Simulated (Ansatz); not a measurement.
# BrFH₄Si: search for a transition state, part 2 of 2

Ansatz 0.2.0, Gaussian basis; PBE0-D4. The steps go on from the part before.

## Step 7: Relaxing after a step of 0.30 Å one way along the mode

File downa/in.yaml:

```yaml
crystal:
  periodic: [false, false, false]
  atoms:
    - {symbol: Si, position_ang: [-0.627322, -0.087879, -0.052951]}
    - {symbol: F, position_ang: [1.408901, -0.258932, 0.831394]}
    - {symbol: H, position_ang: [-0.616457, -1.296531, -0.959160]}
    - {symbol: H, position_ang: [-0.877511, -0.611017, 1.339765]}
    - {symbol: H, position_ang: [-1.748542, 0.831310, -0.259162]}
    - {symbol: H, position_ang: [1.612272, 0.151749, 0.358122]}
    - {symbol: Br, position_ang: [0.848759, 1.271201, -1.258008]}
basis:
  gaussian: {orbitals: def2-TZVP}
hamiltonian: {xc: pbe0, dispersion: d4}
relax: {f_tol: 0.005, max_steps: 200}
```

Launch:

```bash
ansatz run in.yaml --threads 4 --pin off --events-out ev --progress --plain --max-ram 9574MiB
```

The program printed:

```text
Functional definition: PBE0
  name "PBE0"
  cite "Adamo & Barone, J. Chem. Phys. 110, 6158 (1999) doi:10.1063/1.478522"
  cite "Perdew, Burke & Ernzerhof, Phys. Rev. Lett. 77, 3865 (1996) doi:10.1103/PhysRevLett.77.3865"
  parent pbe
  parameter a = 0.25
  parameter kappa = 0.804
  parameter beta = 0.06672455060314922
  exchange = (1 - a)*pbe_x(kappa = kappa, mu = beta*pi^2/3) + a*exact_x
  correlation = pbe_c(beta = beta)
1013 factors; their error is unknown
mean field evaluation 1: about -80686.6659 eV, gradient 3.9e1 eV
mean field evaluation 2: about -80685.8482 eV, gradient 4.7e1 eV
mean field evaluation 4: about -80688.5386 eV, gradient 8.9e-1 eV
mean field evaluation 8: about -80689.0199 eV, gradient 4.5e-1 eV
mean field evaluation 16: about -80689.0201 eV, gradient 7.1e-5 eV
mean field -80689.02007862 eV, -2965.2667949069 hartree, gradient 7.1e-5 eV, S^2 0.000000; 0 other end points of the search recorded, 0 dependent functions left out
the calculation of the forces begins
reference -80689.02010552 eV, -2965.2667958958 hartree; 31, 31 occupied and 109, 109 virtual orbitals, 1013 factors
relax step   1: F+E_penalty+E_count = -80689.12453656 eV  Δ(F+E_penalty+E_count) = +0.000e0 eV  max|allowed force component| = 3.362e1 eV/Å  Δτ_max = 0.0000 Å  (25 SCF iters, accepted)
these checks for a lower state are left out or cut short: starts, cluster_reference, orbital_swaps, neighbouring_geometries, increment
1013 factors; their error is unknown
mean field -80693.67962911 eV, -2965.4380302291 hartree, gradient 1.6e-5 eV, S^2 0.000000; 0 other end points of the search recorded, 0 dependent functions left out
the calculation of the forces begins
reference -80693.67965621 eV, -2965.4380312251 hartree; 31, 31 occupied and 109, 109 virtual orbitals, 1013 factors
relax step   2: F+E_penalty+E_count = -80693.78321527 eV  Δ(F+E_penalty+E_count) = -4.659e0 eV  max|allowed force component| = 1.230e0 eV/Å  Δτ_max = 0.1973 Å  (35 SCF iters, accepted)
these checks for a lower state are left out or cut short: starts, cluster_reference, orbital_swaps, neighbouring_geometries, increment
1013 factors; their error is unknown
mean field -80693.93014968 eV, -2965.4472366904 hartree, gradient 2.0e-5 eV, S^2 0.000000; 0 other end points of the search recorded, 0 dependent functions left out
the calculation of the forces begins
reference -80693.93017745 eV, -2965.4472377108 hartree; 31, 31 occupied and 109, 109 virtual orbitals, 1013 factors
relax step   3: F+E_penalty+E_count = -80694.03361084 eV  Δ(F+E_penalty+E_count) = -2.504e-1 eV  max|allowed force component| = 1.382e0 eV/Å  Δτ_max = 0.1949 Å  (28 SCF iters, accepted)
these checks for a lower state are left out or cut short: starts, cluster_reference, orbital_swaps, neighbouring_geometries, increment
1013 factors; their error is unknown
mean field evaluation 32: about -80693.5784 eV, gradient 7.6e0 eV
mean field -80694.23843936 eV, -2965.4585661271 hartree, gradient 1.3e-5 eV, S^2 0.000000; 0 other end points of the search recorded, 0 dependent functions left out
the calculation of the forces begins
reference -80694.23846684 eV, -2965.4585671371 hartree; 31, 31 occupied and 109, 109 virtual orbitals, 1013 factors
relax step   4: F+E_penalty+E_count = -80694.34090272 eV  Δ(F+E_penalty+E_count) = -3.073e-1 eV  max|allowed force component| = 1.310e0 eV/Å  Δτ_max = 0.1947 Å  (29 SCF iters, accepted)
these checks for a lower state are left out or cut short: starts, cluster_reference, orbital_swaps, neighbouring_geometries, increment
1013 factors; their error is unknown
mean field -80694.43256094 eV, -2965.4656999636 hartree, gradient 8.1e-6 eV, S^2 0.000000; 0 other end points of the search recorded, 0 dependent functions left out
the calculation of the forces begins
reference -80694.43258799 eV, -2965.4657009578 hartree; 31, 31 occupied and 109, 109 virtual orbitals, 1013 factors
relax step   5: F+E_penalty+E_count = -80694.53368590 eV  Δ(F+E_penalty+E_count) = -1.928e-1 eV  max|allowed force component| = 1.037e0 eV/Å  Δτ_max = 0.1949 Å  (29 SCF iters, accepted)
these checks for a lower state are left out or cut short: starts, cluster_reference, orbital_swaps, neighbouring_geometries, increment
1013 factors; their error is unknown
mean field -80694.49513255 eV, -2965.4679994279 hartree, gradient 2.5e-5 eV, S^2 0.000000; 0 other end points of the search recorded, 0 dependent functions left out
the calculation of the forces begins
reference -80694.49515970 eV, -2965.4680004258 hartree; 31, 31 occupied and 109, 109 virtual orbitals, 1013 factors
relax step   6: F+E_penalty+E_count = -80694.59424440 eV  Δ(F+E_penalty+E_count) = -6.056e-2 eV  max|allowed force component| = 8.224e-1 eV/Å  Δτ_max = 0.1942 Å  (29 SCF iters, accepted)
these checks for a lower state are left out or cut short: starts, cluster_reference, orbital_swaps, neighbouring_geometries, increment
1013 factors; their error is unknown
mean field -80694.51697368 eV, -2965.4688020748 hartree, gradient 1.2e-5 eV, S^2 0.000000; 0 other end points of the search recorded, 0 dependent functions left out
the calculation of the forces begins
reference -80694.51700108 eV, -2965.4688030815 hartree; 31, 31 occupied and 109, 109 virtual orbitals, 1013 factors
relax step   7: F+E_penalty+E_count = -80694.61456070 eV  Δ(F+E_penalty+E_count) = -2.032e-2 eV  max|allowed force component| = 4.869e-1 eV/Å  Δτ_max = 0.1096 Å  (30 SCF iters, accepted)
these checks for a lower state are left out or cut short: starts, cluster_reference, orbital_swaps, neighbouring_geometries, increment
1013 factors; their error is unknown
mean field evaluation 64: about -80694.4978 eV, gradient 3.2e-3 eV
mean field -80694.49778336 eV, -2965.4680968432 hartree, gradient 5.0e-6 eV, S^2 0.000000; 0 other end points of the search recorded, 0 dependent functions left out
the calculation of the forces begins
reference -80694.49781054 eV, -2965.4680978421 hartree; 31, 31 occupied and 109, 109 virtual orbitals, 1013 factors
relax step   8: F+E_penalty+E_count = -80694.59617455 eV  Δ(F+E_penalty+E_count) = +1.839e-2 eV  max|allowed force component| = 1.468e0 eV/Å  Δτ_max = 0.1319 Å  (29 SCF iters, rejected (line search))
these checks for a lower state are left out or cut short: starts, cluster_reference, orbital_swaps, neighbouring_geometries, increment
1013 factors; their error is unknown
mean field -80694.52572768 eV, -2965.4691237781 hartree, gradient 1.5e-5 eV, S^2 0.000000; 0 other end points of the search recorded, 0 dependent functions left out
the calculation of the forces begins
reference -80694.52575504 eV, -2965.4691247837 hartree; 31, 31 occupied and 109, 109 virtual orbitals, 1013 factors
relax step   9: F+E_penalty+E_count = -80694.62295421 eV  Δ(F+E_penalty+E_count) = -8.394e-3 eV  max|allowed force component| = 3.452e-1 eV/Å  Δτ_max = 0.0635 Å  (28 SCF iters, accepted)
these checks for a lower state are left out or cut short: starts, cluster_reference, orbital_swaps, neighbouring_geometries, increment
1013 factors; their error is unknown
mean field -80694.53035573 eV, -2965.4692938559 hartree, gradient 1.4e-5 eV, S^2 0.000000; 0 other end points of the search recorded, 0 dependent functions left out
the calculation of the forces begins
reference -80694.53038318 eV, -2965.4692948647 hartree; 31, 31 occupied and 109, 109 virtual orbitals, 1013 factors
relax step  10: F+E_penalty+E_count = -80694.62696037 eV  Δ(F+E_penalty+E_count) = -4.006e-3 eV  max|allowed force component| = 2.689e-2 eV/Å  Δτ_max = 0.1000 Å  (29 SCF iters, accepted)
these checks for a lower state are left out or cut short: starts, cluster_reference, orbital_swaps, neighbouring_geometries, increment
1013 factors; their error is unknown
mean field -80694.53037932 eV, -2965.4692947230 hartree, gradient 1.2e-5 eV, S^2 0.000000; 0 other end points of the search recorded, 0 dependent functions left out
the calculation of the forces begins
reference -80694.53040679 eV, -2965.4692957323 hartree; 31, 31 occupied and 109, 109 virtual orbitals, 1013 factors
relax step  11: F+E_penalty+E_count = -80694.62697754 eV  Δ(F+E_penalty+E_count) = -1.717e-5 eV  max|allowed force component| = 5.728e-2 eV/Å  Δτ_max = 0.0266 Å  (30 SCF iters, accepted)
these checks for a lower state are left out or cut short: starts, cluster_reference, orbital_swaps, neighbouring_geometries, increment
1013 factors; their error is unknown
mean field -80694.53088192 eV, -2965.4693131929 hartree, gradient 1.2e-5 eV, S^2 0.000000; 0 other end points of the search recorded, 0 dependent functions left out
the calculation of the forces begins
reference -80694.53090939 eV, -2965.4693142026 hartree; 31, 31 occupied and 109, 109 virtual orbitals, 1013 factors
relax step  12: F+E_penalty+E_count = -80694.62736838 eV  Δ(F+E_penalty+E_count) = -3.908e-4 eV  max|allowed force component| = 3.017e-2 eV/Å  Δτ_max = 0.0110 Å  (30 SCF iters, accepted)
these checks for a lower state are left out or cut short: starts, cluster_reference, orbital_swaps, neighbouring_geometries, increment
1013 factors; their error is unknown
mean field evaluation 96: about -80694.0534 eV, gradient 1.6e-3 eV
mean field -80694.53103185 eV, -2965.4693187029 hartree, gradient 1.2e-5 eV, S^2 0.000000; 0 other end points of the search recorded, 0 dependent functions left out
the calculation of the forces begins
reference -80694.53105933 eV, -2965.4693197126 hartree; 31, 31 occupied and 109, 109 virtual orbitals, 1013 factors
relax step  13: F+E_penalty+E_count = -80694.62758204 eV  Δ(F+E_penalty+E_count) = -2.137e-4 eV  max|allowed force component| = 2.315e-3 eV/Å  Δτ_max = 0.0205 Å  (30 SCF iters, accepted)
these checks for a lower state are left out or cut short: starts, cluster_reference, orbital_swaps, neighbouring_geometries, increment
1013 factors; their error is unknown
mean field -80694.53103054 eV, -2965.4693186546 hartree, gradient 1.2e-5 eV, S^2 0.000000; 0 other end points of the search recorded, 0 dependent functions left out
the calculation of the forces begins
reference -80694.53105803 eV, -2965.4693196650 hartree; 31, 31 occupied and 109, 109 virtual orbitals, 1013 factors
relax step  14: F+E_penalty+E_count = -80694.62774982 eV  Δ(F+E_penalty+E_count) = -1.678e-4 eV  max|allowed force component| = 2.757e-2 eV/Å  Δτ_max = 0.0472 Å  (29 SCF iters, accepted)
these checks for a lower state are left out or cut short: starts, cluster_reference, orbital_swaps, neighbouring_geometries, increment
1013 factors; their error is unknown
mean field -80694.53106458 eV, -2965.4693199055 hartree, gradient 1.2e-5 eV, S^2 0.000000; 0 other end points of the search recorded, 0 dependent functions left out
the calculation of the forces begins
reference -80694.53109208 eV, -2965.4693209161 hartree; 31, 31 occupied and 109, 109 virtual orbitals, 1013 factors
relax step  15: F+E_penalty+E_count = -80694.62779862 eV  Δ(F+E_penalty+E_count) = -4.881e-5 eV  max|allowed force component| = 2.144e-2 eV/Å  Δτ_max = 0.0136 Å  (31 SCF iters, accepted)
these checks for a lower state are left out or cut short: starts, cluster_reference, orbital_swaps, neighbouring_geometries, increment
1013 factors; their error is unknown
mean field -80694.53109784 eV, -2965.4693211278 hartree, gradient 1.2e-5 eV, S^2 0.000000; 0 other end points of the search recorded, 0 dependent functions left out
the calculation of the forces begins
reference -80694.53112534 eV, -2965.4693221384 hartree; 31, 31 occupied and 109, 109 virtual orbitals, 1013 factors
relax step  16: F+E_penalty+E_count = -80694.62786673 eV  Δ(F+E_penalty+E_count) = -6.811e-5 eV  max|allowed force component| = 1.127e-2 eV/Å  Δτ_max = 0.0093 Å  (31 SCF iters, accepted)
these checks for a lower state are left out or cut short: starts, cluster_reference, orbital_swaps, neighbouring_geometries, increment
1013 factors; their error is unknown
mean field evaluation 128: about -80694.5311 eV, gradient 1.2e-5 eV
mean field -80694.53108313 eV, -2965.4693205872 hartree, gradient 1.2e-5 eV, S^2 0.000000; 0 other end points of the search recorded, 0 dependent functions left out
the calculation of the forces begins
reference -80694.53111063 eV, -2965.4693215980 hartree; 31, 31 occupied and 109, 109 virtual orbitals, 1013 factors
relax step  17: F+E_penalty+E_count = -80694.62788703 eV  Δ(F+E_penalty+E_count) = -2.030e-5 eV  max|allowed force component| = 1.401e-2 eV/Å  Δτ_max = 0.0113 Å  (30 SCF iters, accepted)
these checks for a lower state are left out or cut short: starts, cluster_reference, orbital_swaps, neighbouring_geometries, increment
1013 factors; their error is unknown
mean field -80694.53108523 eV, -2965.4693206647 hartree, gradient 1.2e-5 eV, S^2 0.000000; 0 other end points of the search recorded, 0 dependent functions left out
the calculation of the forces begins
reference -80694.53111274 eV, -2965.4693216755 hartree; 31, 31 occupied and 109, 109 virtual orbitals, 1013 factors
relax step  18: F+E_penalty+E_count = -80694.62789346 eV  Δ(F+E_penalty+E_count) = -6.434e-6 eV  max|allowed force component| = 5.273e-3 eV/Å  Δτ_max = 0.0052 Å  (31 SCF iters, accepted)
these checks for a lower state are left out or cut short: starts, cluster_reference, orbital_swaps, neighbouring_geometries, increment
1013 factors; their error is unknown
mean field -80694.53110022 eV, -2965.4693212153 hartree, gradient 1.2e-5 eV, S^2 0.000000; 0 other end points of the search recorded, 0 dependent functions left out
the calculation of the forces begins
reference -80694.53112773 eV, -2965.4693222264 hartree; 31, 31 occupied and 109, 109 virtual orbitals, 1013 factors
relax step  19: F+E_penalty+E_count = -80694.62789340 eV  Δ(F+E_penalty+E_count) = +6.164e-8 eV  max|allowed force component| = 3.494e-3 eV/Å  Δτ_max = 0.0027 Å  (31 SCF iters, rejected (line search))
these checks for a lower state are left out or cut short: starts, cluster_reference, orbital_swaps, neighbouring_geometries, increment
1013 factors; their error is unknown
mean field -80694.53109832 eV, -2965.4693211454 hartree, gradient 1.2e-5 eV, S^2 0.000000; 0 other end points of the search recorded, 0 dependent functions left out
the calculation of the forces begins
reference -80694.53112583 eV, -2965.4693221564 hartree; 31, 31 occupied and 109, 109 virtual orbitals, 1013 factors
relax step  20: F+E_penalty+E_count = -80694.62789485 eV  Δ(F+E_penalty+E_count) = -1.390e-6 eV  max|allowed force component| = 9.358e-4 eV/Å  Δτ_max = 0.0013 Å  (31 SCF iters, accepted)
1013 factors; their error is unknown
mean field evaluation 160: about -80694.0491 eV, gradient 1.2e0 eV
mean field -80694.53109832 eV, -2965.4693211454 hartree, gradient 1.2e-5 eV, S^2 0.000000; 1 other end points of the search recorded, 0 dependent functions left out
the calculation of the forces begins
reference -80694.53112583 eV, -2965.4693221564 hartree; 31, 31 occupied and 109, 109 virtual orbitals, 1013 factors
Total energy: -80694.62792236 eV, -2965.4728793636 hartree
Atom 0 at    -0.984261     0.036711    -0.190842 Å, force     0.000936    -0.000005    -0.000772 eV/Å
Atom 1 at     2.236651    -0.779816     0.860594 Å, force     0.000259    -0.000281     0.000129 eV/Å
Atom 2 at    -0.642392    -1.274154    -0.780298 Å, force    -0.000192    -0.000021     0.000158 eV/Å
Atom 3 at    -0.995399    -0.008689     1.285778 Å, force    -0.000032     0.000015     0.000557 eV/Å
Atom 4 at    -2.264612     0.550880    -0.724532 Å, force    -0.000404     0.000183    -0.000149 eV/Å
Atom 5 at     2.048241    -0.018947     0.361867 Å, force    -0.000207     0.000204    -0.000077 eV/Å
Atom 6 at     0.601873     1.493916    -0.812567 Å, force    -0.000360    -0.000095     0.000153 eV/Å
Dipole moment:    -0.430925     0.143282    -0.161558 e Å
```

Wall time 69 s (4 threads of Intel Xeon at 2.50GHz, shared host).

Relaxation path: (the energy doesn't fall at every step)

```csv
step,energy from step 1 (eV),largest force component (eV/Å)
1,0.0000,33.6213
2,-4.6587,1.2304
3,-4.9091,1.3824
4,-5.2164,1.3104
5,-5.4091,1.0371
6,-5.4697,0.8224
7,-5.4900,0.4869
8,-5.4716,1.4683
9,-5.4984,0.3452
10,-5.5024,0.0269
11,-5.5024,0.0573
12,-5.5028,0.0302
13,-5.5030,0.0023
14,-5.5032,0.0276
15,-5.5033,0.0214
16,-5.5033,0.0113
17,-5.5033,0.0140
18,-5.5034,0.0053
19,-5.5034,0.0035
20,-5.5034,0.0009
```

Close pairs (by a distance rule), those that changed most:

| bond | before (Å) | after (Å) | change (Å) |
| --- | --- | --- | --- |
| F2–H6 | 0.659 | 0.929 | +0.270 |
| Si1–Br7 | 2.341 | 2.242 | -0.099 |
| Si1–H3 | 1.511 | 1.477 | -0.033 |
| Si1–H4 | 1.509 | 1.477 | -0.031 |
| Si1–H5 | 1.464 | 1.479 | +0.015 |

## Step 8: Relaxing after a step of 0.30 Å the other way along the mode

File downb/in.yaml:

```yaml
crystal:
  periodic: [false, false, false]
  atoms:
    - {symbol: Si, position_ang: [-0.576356, -0.307253, 0.191258]}
    - {symbol: F, position_ang: [0.925183, -0.299462, 0.875100]}
    - {symbol: H, position_ang: [-0.507581, -1.275431, -0.882299]}
    - {symbol: H, position_ang: [-1.118488, -0.862890, 1.451639]}
    - {symbol: H, position_ang: [-1.437818, 0.905179, -0.125072]}
    - {symbol: H, position_ang: [1.539112, 0.514510, -0.114161]}
    - {symbol: Br, position_ang: [1.176048, 1.325247, -1.396464]}
basis:
  gaussian: {orbitals: def2-TZVP}
hamiltonian: {xc: pbe0, dispersion: d4}
relax: {f_tol: 0.005, max_steps: 200}
```

Launch:

```bash
ansatz run in.yaml --threads 4 --pin off --events-out ev --progress --plain --max-ram 9574MiB
```

The program printed (excerpt; [...] marks lines left out):

```text
[... 5 set-up lines as earlier in the session ...]
[...]
1013 factors; their error is unknown
[...]
mean field -80693.84499979 eV, -2965.4441074897 hartree, gradient 2.6e-5 eV, S^2 0.000000; 0 other end points of the search recorded, 0 dependent functions left out
[...]
reference -80693.84502808 eV, -2965.4441085295 hartree; 31, 31 occupied and 109, 109 virtual orbitals, 1013 factors
relax step   1: F+E_penalty+E_count = -80693.94825328 eV  Δ(F+E_penalty+E_count) = +0.000e0 eV  max|allowed force component| = 1.397e0 eV/Å  Δτ_max = 0.0000 Å  (24 SCF iters, accepted)
[...]
reference -80694.81650123 eV, -2965.4798095091 hartree; 31, 31 occupied and 109, 109 virtual orbitals, 1013 factors
Total energy: -80694.89019947 eV, -2965.4825178693 hartree
Atom 0 at    -0.907110    -0.564855     0.456983 Å, force    -0.001143     0.000222    -0.000693 eV/Å
Atom 1 at     0.616560    -0.079292     0.648828 Å, force     0.000959    -0.000042     0.000372 eV/Å
Atom 2 at    -0.943876    -1.495541    -0.693142 Å, force     0.000014    -0.000268     0.000478 eV/Å
Atom 3 at    -1.320462    -1.242530     1.706326 Å, force     0.000211     0.000034    -0.000385 eV/Å
Atom 4 at    -1.735084     0.634712     0.200559 Å, force    -0.000183    -0.000055     0.000265 eV/Å
Atom 5 at     1.872610     1.007243    -0.612856 Å, force     0.000961     0.001156    -0.001579 eV/Å
Atom 6 at     2.417461     1.740162    -1.706697 Å, force    -0.000819    -0.001047     0.001541 eV/Å
Dipole moment:    -0.425153    -0.247600     0.179812 e Å
```

Run time: 73 s. Hardware: 4 threads of Intel Xeon at 2.50GHz, shared host.

Relaxation path:

```
step  energy from step 1 (eV)  largest force component (eV/Å)
   1                   0.0000                          1.3967
   2                  -0.4342                          1.1758
   3                  -0.7433                          1.2583
   4                  -0.8566                          0.7107
   5                  -0.9329                          0.1653
   6                  -0.9392                          0.1027
   7                  -0.9399                          0.0146
   8                  -0.9400                          0.0198
   9                  -0.9402                          0.0123
  10                  -0.9405                          0.0424
  11                  -0.9407                          0.0858
  12                  -0.9410                          0.0531
  13                  -0.9413                          0.0233
  14                  -0.9413                          0.0991
  15                  -0.9415                          0.0276
  16                  -0.9416                          0.0397
  17                  -0.9417                          0.0336
  18                  -0.9418                          0.0297
  19                  -0.9418                          0.0350
  20                  -0.9419                          0.0269
  21                  -0.9419                          0.0204
  22                  -0.9419                          0.0064
  23                  -0.9419                          0.0053
  24                  -0.9419                          0.0016
```

Distances of close pairs at the start and the end, largest changes first:

```csv
bond,before (Å),after (Å),change (Å)
H6–Br7,1.560,1.425,-0.135
Si1–H5,1.521,1.480,-0.041
Si1–F2,1.650,1.611,-0.039
Si1–H3,1.447,1.480,+0.033
Si1–H4,1.480,1.480,-0.000
```

## Step 9: What the saddle joins

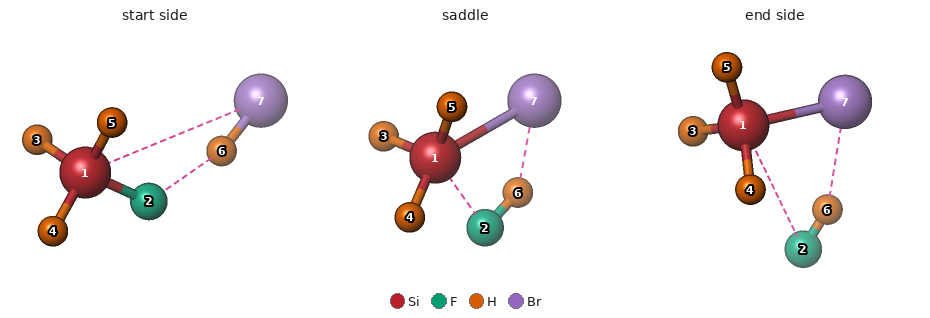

The minimum on the start side, the saddle and the minimum on the end side; broken lines join the pairs that change, where they aren't drawn as bonds.

```csv
pair,start side (Å),saddle (Å),end side (Å)
Si1–Br7,4.588,2.606,2.242
F2–H6,2.086,1.038,0.929
Si1–F2,1.611,1.937,3.485
H6–Br7,1.425,1.830,2.400
```

## Step 10: Outcome

This closing draws on all 2 parts.

| quantity | value |
| --- | --- |
| imaginary mode | 361i cm⁻¹ |
| barrier from the start side | 32.8 kcal/mol |
| barrier from the end side | 26.7 kcal/mol |
| energy of the step | +6.0 kcal/mol |
| pairs that change | Si1–Br7 formed, F2–H6 formed, Si1–F2 broken, H6–Br7 broken |
| zero-point energy at the saddle | 0.981 eV |

What this shows: The point has a single imaginary mode (361i cm⁻¹), as a transition state must. Going downhill both ways gives the intended start and end. At PBE0-D4/def2-TZVP the electronic barrier is 32.8 kcal/mol, about 55 kT at 298 K, and the step runs 6.0 kcal/mol uphill. A step off the saddle overshot and began above it in energy, so the link to its end is likely but not proven.
